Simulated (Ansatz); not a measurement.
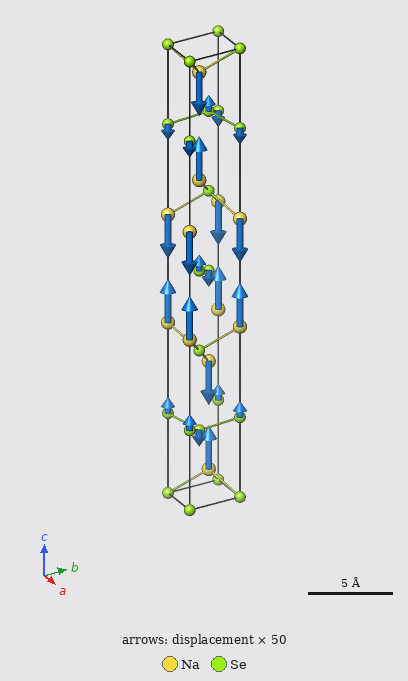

This is a relaxation of solid Na$_{2}$Se$_{3}$ (built on the tetradymite_166 type). The starting structure is drawn; blue arrows show the displacements (the part carried along by the change of the cell is left out), magnified 50 times.

Style: ball-and-stick. Shown: the conventional cell (3 times the calculation's cell), slightly off an axis. Lengths and directions refer to the drawn axes.

Case: tetradymite type (R-3m, No. 166).

These are results of DFT PBE, scalar-relativistic, plane waves, PAW (Ansatz 0.2.0), not measurements. (plane-wave cutoff 420 eV; k-point mesh 12 × 12 × 12; occupations gaussian; smearing width 0.1 eV; no spin polarisation; cell and atoms relaxed; force threshold 0.01 eV/Å; at most 80 steps)

Question: Atoms of which element are displaced furthest, and by how much?

Answer: Sodium: up to 0.054 Å, against 0.020 Å for selenium.

Question: What happened in the run?

Answer: After 5 accepted moves (7 points after the start) the energy has fallen by 4.0 meV per cell of the calculation. The largest force component goes from 0.083 to 0.00016 eV/Å. The pressure goes from 0.04 to 0.00 GPa. The line search rejected the trial step at point 1 of the run. At 1 point the geometry stayed and the basis and grid were re-selected for the new cell (energy shift of 0.2 meV per cell of the calculation at most each time). The largest moves relative to the cell, 0.054 Å, are those of Na atoms. Largest moves by element: Na 0.054 Å, Se 0.020 Å. The drawn cell changes as follows: a = b 4.412 → 4.411 Å (0.0 %), c 27.641 → 26.826 Å (−2.9 %); the volume changes by −3.0 %. Some distances before and after: Na–Se 2.854 → 2.860 Å, Se–Se 2.621 → 2.625 Å. The space group stays R-3m (No. 166).
